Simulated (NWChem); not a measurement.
# One shape, several levels: doublet GeO+

Aim: a comparison of 3 runs (UPBE0/cc-pVTZ, UMP2/cc-pVTZ, UCCSD(T)/cc-pVTZ) of doublet GeO+. 

Program for the calculation: NWChem 7.3.0.

3 further runs of the same task are left out: 3 set aside as unsound or not needed.

### 1 The molecule

GeO+: 2 atoms, total charge +1, spin state doublet. SMILES of the parent species: `[O]=[Ge]`. The coordinates come from a PBE0-D4/def2-TZVP relaxation. That shape belongs to the parent species and isn't relaxed for this state.

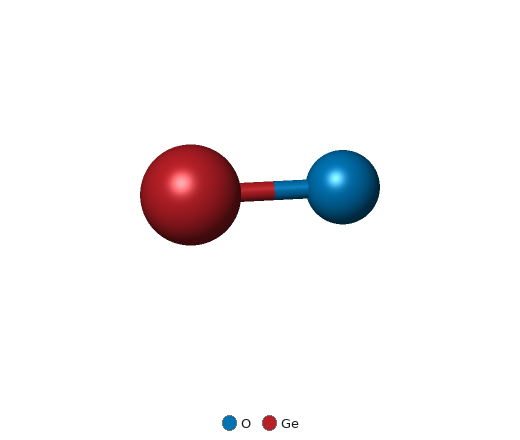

Viewed from a chosen angle; oxygen blue, germanium red.

### 2 A single-point energy at UPBE0/cc-pVTZ (run 1)

The input, geo.nw:

```
start geo
memory stack 880 mb heap 220 mb global 1100 mb
charge 1
geometry units angstroms noautosym nocenter noautoz
  O        0.000000       0.000000      -0.023040
  Ge       0.000000       0.000000       1.599530
end
basis spherical bse
  O library cc-pVTZ
  Ge library cc-pVTZ
end
dft
  xc pbe0
  mult 2
  grid xfine
  convergence energy 1e-08
  iterations 100
  mulliken
  print low
end
task dft
```

Command:

```sh
nwchem geo.nw > geo.out
```

What it wrote:

```text
[...]
 d= 0,ls=0.0,diis     1  -2151.1604336701 -2.23D+03  1.74D-02  1.67D+00    10.1
[...]
 d= 0,ls=0.0,diis    14  -2151.5483433700 -2.39D-09  1.07D-07  2.94D-11    79.4
[...]
         Total DFT energy =    -2151.548343370011
      One electron energy =    -3151.250008469929
           Coulomb energy =     1003.173677943432
    Exchange-Corr. energy =      -86.962633121174
 Nuclear repulsion energy =       83.490620277660
[...]
      Total Density - Mulliken Population Analysis
     ---------------------------------------------
    Atom       Charge   Shell Charges
 -----------   ------   -------------------------------------------------------
    1 O    8     8.15   1.94  0.27  1.06  0.58  1.22  1.98  1.09  0.00  0.02  0.00
    2 Ge  32    30.85   2.00  2.01  1.95  0.61  0.97  0.18  6.00  5.80  0.37  0.69  0.10  9.58  0.48  0.08  0.05
[...]
      <S2> =      0.7625 (Exact =     0.7500)
[...]
```

Run time: 80 s. Hardware: 1 thread of Intel Xeon 6975P-C (Granite Rapids), shared host; peak memory 0.12 GiB.

### 3 The energy at UMP2/cc-pVTZ (run 2)

The input, struct.nw:

```
start struct
title "GeO energy"
memory stack 880 mb heap 220 mb global 1100 mb
charge 1

geometry units angstrom noautosym nocenter noautoz
O     0.000000    0.000000   -0.023040
Ge    0.000000    0.000000    1.599530
end

basis spherical bse
* library cc-pVTZ
end

scf
nopen 1
uhf
thresh 1e-08
maxiter 80
end

mp2
freeze core 10
tight
end

task mp2 energy
```

Command:

```sh
nwchem struct.nw > struct.out
```

What it wrote:

```text
[...]
  functions       =    73
[...]
  wavefunction    = UHF
[...]
         Total SCF energy =  -2149.935216437056
      One electron energy =  -3152.289158721845
      Two electron energy =    918.863322007129
 Nuclear repulsion energy =     83.490620277660
                       Sz =      0.5000
                 Sz(Sz+1) =      0.7500
                      S^2 =      0.7963
[...]
          Total MP2 energy         -2150.272008491555
[...]
```

It took 3.8 min on 1 thread of Intel Xeon 6975P-C (Granite Rapids), shared host; peak memory 0.16 GiB.

### 4 A single-point energy at UCCSD(T)/cc-pVTZ (run 3)

The input, run.py:

```python
from ase import Atoms
from ase.calculators.nwchem import NWChem

atoms = Atoms(['O', 'Ge'], positions=[
    [-0.000000, -0.000000, -0.023040],
    [0.000000, 0.000000, 1.599530],
])

calc = NWChem(
    label='job',
    theory='tce',
    memory='2200 mb',
    basis='cc-pVTZ',
    basispar='spherical bse',
    charge=1,
    scf={'nopen': '1', 'uhf': None, 'thresh': '1e-08', 'maxiter': '80'},
    tce={'scf': None, 'ccsd(t)': None, 'freeze': 'core 10', 'maxiter': '60'},
    task='energy',
)
atoms.calc = calc

print(f"energy = {atoms.get_potential_energy():.6f} eV")
```

Command:

```sh
export ASE_NWCHEM_COMMAND="nwchem PREFIX.nwi > PREFIX.nwo"
python run.py
```

What it wrote:

```text
energy = -58512.993355 eV
```

The calculator wrote job.nwi:

```
title "job"

permanent_dir job

scratch_dir job

start job

geometry units angstrom nocenter noautosym noautoz
  O  -0.0000000000000000e+00 -0.0000000000000000e+00 -2.3040000000000001e-02
  Ge 0.0000000000000000e+00 0.0000000000000000e+00 1.5995299999999999e+00
end

charge 1

memory 2200 mb

basis spherical bse noprint
   * library cc-pVTZ
end

scf
  nopen 1
  uhf
  thresh 1e-08
  maxiter 80
end
tce
  scf
  ccsd(t)
  freeze core 10
  maxiter 60
end

task tce energy
```

job.nwo:

```text
Northwest Computational Chemistry Package (NWChem) 7.3.0
             --------------------------------------------------------

           Job information
           ---------------

    nwchem branch   = 7.3.0
    use scalapack   = T
    input           = job.nwi
    prefix          = job.
    data base       = job/job.db
    status          = startup
    nproc           =        1

           Memory information
           ------------------

    heap     =     72089600 doubles =      550.0 Mbytes
    stack    =     72089597 doubles =      550.0 Mbytes
    global   =    144179200 doubles =     1100.0 Mbytes (distinct from heap & stack)
    total    =    288358397 doubles =     2200.0 Mbytes
    verify   = yes
    hardfail = no

           Directory information
           ---------------------

  0 permanent = job
  0 scratch   = job

                                NWChem Input Module
                                -------------------

                                        job
                                        ---

[... 21 lines left out ...]
            Nuclear Dipole moment (a.u.)
[... 59 lines left out ...]
 1-e energy   =   -3085.533620
[... 7 lines left out ...]
         Quadratically convergent UHF
[... 14 lines left out ...]
       Final UHF  results
[... 3 lines left out ...]
      One electron energy =  -3152.289158722122
[... 1 line left out ...]
 Nuclear repulsion energy =     83.490620277660
[... 42 lines left out ...]
          Final beta eigenvalues
[... 209 lines left out ...]
                     UHF Final Beta Molecular Orbital Analysis
[... 387 lines left out ...]
 CCSD total energy / hartree       =     -2150.293722973689910
[... 1 line left out ...]
 Singles contributions
    20a   (beta ) ---    17a   (beta )        0.1917797663

 Doubles contributions
 CCSD(T)
 Using plain CCSD(T) code
             total no. of tasks           56
 total no. of tasks / no. procs           56
                         wl_min      4251528          12.7
                         wl_max      5832000          13.4
        thresh for no. of tasks           56

 CCSD[T]  correction energy / hartree =        -0.023228206398166
 CCSD[T] correlation energy / hartree =        -0.381734742754427
 CCSD[T] total energy / hartree       =     -2150.316951180087926
 CCSD(T)  correction energy / hartree =        -0.019138817763391
 CCSD(T) correlation energy / hartree =        -0.377645354119652
 CCSD(T) total energy / hartree       =     -2150.312861791453088

 Task  times  cpu:      261.6s     wall:      261.6s
 Total times  cpu:      261.6s     wall:      261.6s
```

Wall time 4.4 min (1 thread of Intel Xeon 6975P-C (Granite Rapids), shared host); peak memory 0.73 GiB.

### 5 The series

```
run             level  integration grid  iteration cap   energy (Eh)   ⟨S²⟩  wall time
  1     UPBE0/cc-pVTZ             xfine            100  -2151.548343  0.762       80 s
  2      UMP2/cc-pVTZ                 –             80  -2150.272008  0.796    3.8 min
  3  UCCSD(T)/cc-pVTZ                 –             80  -2150.312862  0.796    4.4 min
```

### 6 Outcome

| quantity | value |
| --- | --- |
| run 3: total energy | -2150.31286 Eh |
| run 3: HOMO energy (Hartree–Fock orbitals) (highest over α and β) | -20.94 eV |
| run 3: LUMO energy (Hartree–Fock orbitals) (lowest over α and β) | -7.60 eV |
| run 3: correlation energy (10 core orbitals frozen) | -377.6 mEh |
| run 3: (T) correction | -19.14 mEh |
| run 3: ⟨S²⟩ of the reference determinant | 0.796 |

All runs together took 9.5 min, the longest 4.4 min.
